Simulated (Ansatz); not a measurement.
# Nudged elastic band of SiH$_{4}$SO$_{3}$ (part 1 of 2)

- system: SiH$_{4}$SO$_{3}$
- method: RKS r2SCAN/def2-SVP (Ansatz 0.2.0)

It belongs to a series of runs on one base structure; here: band between the two ends. Figures and captions count atoms from 1; the log counts them from 0 in places.

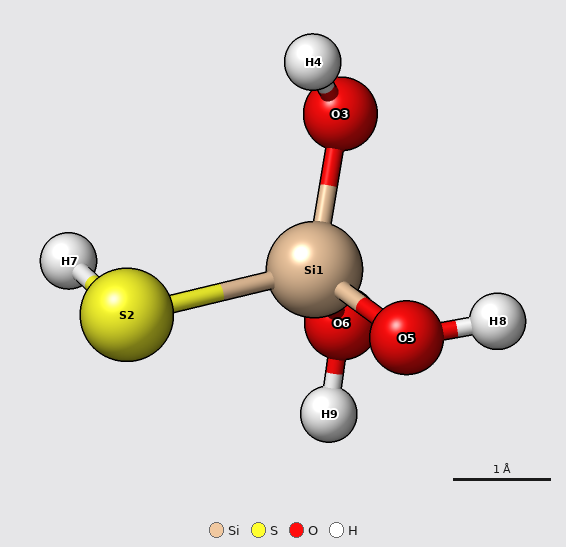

Fig. 1: The structure as given in the input (ball-and-stick view, seen at a tilt; atoms are numbered from 1 in the order of the input).

Input
```yaml
crystal:
  periodic: [false, false, false]
  atoms:
    - { symbol: Si, position_ang: [-0.106637, -0.021194, 0.013601] }
    - { symbol: S, position_ang: [1.418323, 1.461485, 0.229803] }
    - { symbol: O, position_ang: [0.193246, -1.406727, 0.859989] }
    - { symbol: H, position_ang: [0.493718, -1.270885, 1.766128] }
    - { symbol: O, position_ang: [-1.438882, 0.801126, 0.5505] }
    - { symbol: O, position_ang: [-0.258912, -0.589505, -1.528594] }
    - { symbol: H, position_ang: [2.362209, 0.662335, -0.317096] }
    - { symbol: H, position_ang: [-2.245839, 0.275936, 0.622537] }
    - { symbol: H, position_ang: [-0.417328, 0.08743, -2.196869] }
basis:
  gaussian: { orbitals: def2-SVP }
hamiltonian:
  xc: r2scan
neb:
  order_check: false
  images: 9
  f_tol: 0.03
  max_iterations: 60
  final_atoms:
    - { symbol: Si, position_ang: [-0.52205638, -0.47927119, -0.09036591] }
    - { symbol: S, position_ang: [1.50275238, 0.92515033, 0.8355347] }
    - { symbol: O, position_ang: [-0.25656002, -1.66456752, 0.85015594] }
    - { symbol: H, position_ang: [1.62828888, -0.21252946, 1.56249579] }
    - { symbol: O, position_ang: [-1.75974495, 0.61066932, 0.03139441] }
    - { symbol: O, position_ang: [-0.02671765, -0.3715485, -1.65879678] }
    - { symbol: H, position_ang: [2.26223926, 0.43814883, -0.17221654] }
    - { symbol: H, position_ang: [-2.27848009, 0.51853005, 0.84066215] }
    - { symbol: H, position_ang: [-0.54982343, 0.23541914, -2.19886476] }
  initial_path:
    images:
      - { positions_ang: [[-0.106637, -0.021194, 0.013601], [1.418323, 1.461485, 0.229803], [0.193246, -1.406727, 0.859989], [0.493718, -1.270885, 1.766128], [-1.438882, 0.801126, 0.5505], [-0.258912, -0.589505, -1.528594], [2.362209, 0.662335, -0.317096], [-2.245839, 0.275936, 0.622537], [-0.417328, 0.08743, -2.196869]] }
      - { positions_ang: [[-0.16914496, -0.08389365, -0.00635019], [1.43283983, 1.37666944, 0.34997916], [0.18287527, -1.40090468, 0.87537707], [0.61590677, -1.14477374, 1.67935932], [-1.51045806, 0.73685492, 0.45814127], [-0.23609977, -0.57746801, -1.5531688], [2.35539176, 0.65213967, -0.27439586], [-2.21801695, 0.36969545, 0.68820676], [-0.45339588, 0.07168161, -2.21714973]] }
      - { positions_ang: [[-0.23165291, -0.14659331, -0.02630138], [1.44735665, 1.29185388, 0.47015532], [0.17250453, -1.39508237, 0.89076515], [0.73809553, -1.01866248, 1.59259064], [-1.58203411, 0.67258383, 0.36578254], [-0.21328755, -0.56543102, -1.5777436], [2.34857451, 0.64194433, -0.23169573], [-2.19019491, 0.46345491, 0.75387652], [-0.48946376, 0.05593322, -2.23743047]] }
      - { positions_ang: [[-0.29416087, -0.20929296, -0.04625258], [1.46187348, 1.20703832, 0.59033149], [0.1621338, -1.38926005, 0.90615322], [0.8602843, -0.89255121, 1.50582196], [-1.65361017, 0.60831275, 0.27342381], [-0.19047532, -0.55339403, -1.6023184], [2.34175727, 0.631749, -0.18899559], [-2.16237286, 0.55721436, 0.81954628], [-0.52553164, 0.04018483, -2.2577112]] }
      - { positions_ang: [[-0.35666882, -0.27199262, -0.06620377], [1.4763903, 1.12222276, 0.71050765], [0.15176307, -1.38343774, 0.9215413], [0.98247307, -0.76643995, 1.41905328], [-1.72518622, 0.54404167, 0.18106509], [-0.16766309, -0.54135704, -1.6268932], [2.33494002, 0.62155367, -0.14629545], [-2.13455081, 0.65097381, 0.88521604], [-0.56159951, 0.02443644, -2.27799194]] }
      - { positions_ang: [[-0.41917678, -0.33469227, -0.08615496], [1.49090713, 1.0374072, 0.83068381], [0.14139234, -1.37761542, 0.93692937], [1.10466184, -0.64032869, 1.3322846], [-1.79676228, 0.47977059, 0.08870636], [-0.14485086, -0.52932005, -1.651468], [2.32812278, 0.61135833, -0.10359532], [-2.10672877, 0.74473327, 0.95088581], [-0.59766739, 0.00868805, -2.29827267]] }
      - { positions_ang: [[-0.4397527, -0.36360806, -0.08699715], [1.49327618, 1.01495583, 0.83165399], [0.06180187, -1.43500584, 0.91957468], [1.20938725, -0.55476884, 1.37832684], [-1.78935881, 0.50595033, 0.07724397], [-0.12122422, -0.49776574, -1.65293375], [2.31494608, 0.57671643, -0.11731956], [-2.14107903, 0.69949262, 0.92884108], [-0.5880986, 0.05403427, -2.27839109]] }
      - { positions_ang: [[-0.46032862, -0.39252384, -0.08783934], [1.49564523, 0.99250445, 0.83262417], [-0.01778861, -1.49239626, 0.90222], [1.31411265, -0.469209, 1.42436908], [-1.78195535, 0.53213008, 0.06578158], [-0.09759758, -0.46621143, -1.65439951], [2.30176937, 0.54207453, -0.13104381], [-2.1754293, 0.65425198, 0.90679635], [-0.57852981, 0.09938049, -2.25850951]] }
      - { positions_ang: [[-0.48090454, -0.42143962, -0.08868153], [1.49801428, 0.97005308, 0.83359435], [-0.09737908, -1.54978668, 0.88486531], [1.41883806, -0.38364915, 1.47041132], [-1.77455188, 0.55830983, 0.05431919], [-0.07397094, -0.43465712, -1.65586527], [2.28859267, 0.50743263, -0.14476805], [-2.20977956, 0.60901134, 0.88475161], [-0.56896101, 0.1447267, -2.23862793]] }
      - { positions_ang: [[-0.50148046, -0.45035541, -0.08952372], [1.50038333, 0.9476017, 0.83456452], [-0.17696955, -1.6071771, 0.86751062], [1.52356347, -0.29808931, 1.51645356], [-1.76714842, 0.58448957, 0.0428568], [-0.0503443, -0.40310281, -1.65733103], [2.27541596, 0.47279073, -0.1584923], [-2.24412982, 0.56377069, 0.86270688], [-0.55939222, 0.19007292, -2.21874634]] }
      - { positions_ang: [[-0.52205638, -0.47927119, -0.09036591], [1.50275238, 0.92515033, 0.8355347], [-0.25656002, -1.66456752, 0.85015594], [1.62828888, -0.21252946, 1.56249579], [-1.75974495, 0.61066932, 0.03139441], [-0.02671765, -0.3715485, -1.65879678], [2.26223926, 0.43814883, -0.17221654], [-2.27848009, 0.51853005, 0.84066215], [-0.54982343, 0.23541914, -2.19886476]] }
```

Run on 2 threads of Intel Xeon (Sapphire Rapids), 16 GiB of memory available, shared host.

Run as:
```bash
ansatz run input.yaml --threads 2 --pin off --max-ram 3072MiB --backend cpu --events-out ev --progress --plain --runs-dir out
```

Log
```
Engine: ansatz 0.2.0, x86_64-unknown-linux-gnu
Functional definition: r2SCAN
  parameter k0 = 0.174
  parameter k1 = 0.065
  parameter a1 = 4.9479
  exchange = r2scan_x(k0 = k0, k1 = k1, a1 = a1)
  correlation = r2scan_c
1062 factors; their error is unknown
mean field evaluation 1: about -24897.6100 eV, gradient 8.2e1 eV
mean field evaluation 2: about -24875.4734 eV, gradient 1.4e2 eV
mean field evaluation 4: about -24908.8928 eV, gradient 5.6e0 eV
mean field evaluation 8: about -24908.9567 eV, gradient 3.2e-1 eV
mean field evaluation 16: about -24908.8954 eV, gradient 1.2e-3 eV
mean field -24908.89538101 eV, -915.3850213966 hartree, gradient 6.5e-6 eV, S^2 0.000000; 0 other end points of the search recorded, 0 dependent functions left out
the calculation of the forces begins
reference -24908.89538958 eV, -915.3850217114 hartree; 29, 29 occupied and 69, 69 virtual orbitals, 1062 factors
1062 factors; their error is unknown
mean field evaluation 32: about -24906.8618 eV, gradient 2.4e-2 eV
mean field -24906.86184582 eV, -915.3102903565 hartree, gradient 2.8e-5 eV, S^2 0.000000; 0 other end points of the search recorded, 0 dependent functions left out
[... from here on the field's lines of each further geometry are left out, up to the last ...]
NEB iter   1: max|band force component| = 1.972e1 eV/Å  barrier→ = 2.8625 eV  barrier← = 0.8290 eV  Δτ_max = 0.2000 Å  (322 SCF iters)
NEB iter   2: max|band force component| = 2.572e0 eV/Å  barrier→ = 2.0825 eV  barrier← = 0.0490 eV  Δτ_max = 0.1992 Å  (294 SCF iters)
NEB iter   3: max|band force component| = 1.962e0 eV/Å  barrier→ = 2.1595 eV  barrier← = 0.1260 eV  Δτ_max = 0.2000 Å  (288 SCF iters)
NEB iter   4: max|band force component| = 1.274e0 eV/Å  barrier→ = 2.0623 eV  barrier← = 0.0288 eV  Δτ_max = 0.0761 Å  (267 SCF iters)
NEB iter   5: max|band force component| = 1.133e0 eV/Å  barrier→ = 2.0548 eV  barrier← = 0.0213 eV  Δτ_max = 0.0845 Å  (269 SCF iters)
NEB iter   6: max|band force component| = 5.944e-1 eV/Å  barrier→ = 2.0492 eV  barrier← = 0.0156 eV  Δτ_max = 0.0990 Å  (272 SCF iters)
NEB iter   7: max|band force component| = 4.882e-1 eV/Å  barrier→ = 2.0439 eV  barrier← = 0.0103 eV  CI = image 9  Δτ_max = 0.1438 Å  (274 SCF iters)
NEB iter   8: max|band force component| = 5.351e-1 eV/Å  barrier→ = 2.0543 eV  barrier← = 0.0207 eV  CI = image 9  Δτ_max = 0.0725 Å  (281 SCF iters)
NEB iter   9: max|band force component| = 1.587e0 eV/Å  barrier→ = 2.0528 eV  barrier← = 0.0193 eV  CI = image 9  Δτ_max = 0.0358 Å  (267 SCF iters)
NEB iter  10: max|band force component| = 1.242e-1 eV/Å  barrier→ = 2.0508 eV  barrier← = 0.0173 eV  CI = image 9  Δτ_max = 0.0715 Å  (273 SCF iters)
NEB iter  11: max|band force component| = 1.820e-1 eV/Å  barrier→ = 2.0509 eV  barrier← = 0.0174 eV  CI = image 9  Δτ_max = 0.0360 Å  (267 SCF iters)
NEB iter  12: max|band force component| = 1.628e-1 eV/Å  barrier→ = 2.0505 eV  barrier← = 0.0170 eV  CI = image 9  Δτ_max = 0.0318 Å  (272 SCF iters)
NEB iter  13: max|band force component| = 6.368e-2 eV/Å  barrier→ = 2.0505 eV  barrier← = 0.0170 eV  CI = image 9  Δτ_max = 0.0223 Å  (253 SCF iters)
NEB iter  14: max|band force component| = 3.992e-2 eV/Å  barrier→ = 2.0505 eV  barrier← = 0.0170 eV  CI = image 9  Δτ_max = 0.0358 Å  (236 SCF iters)
NEB iter  15: max|band force component| = 6.293e-2 eV/Å  barrier→ = 2.0505 eV  barrier← = 0.0169 eV  CI = image 9  Δτ_max = 0.0179 Å  (266 SCF iters)
NEB iter  16: max|band force component| = 5.217e-2 eV/Å  barrier→ = 2.0505 eV  barrier← = 0.0169 eV  CI = image 9  Δτ_max = 0.0179 Å  (260 SCF iters)
NEB iter  17: max|band force component| = 4.094e-2 eV/Å  barrier→ = 2.0505 eV  barrier← = 0.0169 eV  CI = image 9  Δτ_max = 0.0179 Å  (253 SCF iters)
NEB iter  18: max|band force component| = 1.508e-1 eV/Å  barrier→ = 2.0505 eV  barrier← = 0.0169 eV  CI = image 9  Δτ_max = 0.0090 Å  (259 SCF iters)
NEB iter  19: max|band force component| = 6.040e-2 eV/Å  barrier→ = 2.0505 eV  barrier← = 0.0169 eV  CI = image 9  Δτ_max = 0.0179 Å  (236 SCF iters)
NEB iter  20: max|band force component| = 3.130e-2 eV/Å  barrier→ = 2.0505 eV  barrier← = 0.0169 eV  CI = image 9  Δτ_max = 0.0180 Å  (252 SCF iters)
NEB iter  21: max|band force component| = 5.344e-2 eV/Å  barrier→ = 2.0505 eV  barrier← = 0.0169 eV  CI = image 9  Δτ_max = 0.0090 Å  (250 SCF iters)
the calculation of the forces begins
reference -24906.93550161 eV, -915.3129971569 hartree; 29, 29 occupied and 69, 69 virtual orbitals, 1062 factors
1062 factors; their error is unknown
mean field evaluation 1664: about -24906.8449 eV, gradient 8.0e-3 eV
mean field -24906.84490457 eV, -915.3096677773 hartree, gradient 3.7e-5 eV, S^2 0.000000; 1 other end points of the search recorded, 0 dependent functions left out
the calculation of the forces begins
reference -24906.84491302 eV, -915.3096680877 hartree; 29, 29 occupied and 69, 69 virtual orbitals, 1062 factors
NEB iter  22: max|band force component| = 2.497e-2 eV/Å  barrier→ = 2.0505 eV  barrier← = 0.0169 eV  CI = image 9  Δτ_max = 0.0000 Å  (506 SCF iters)
```
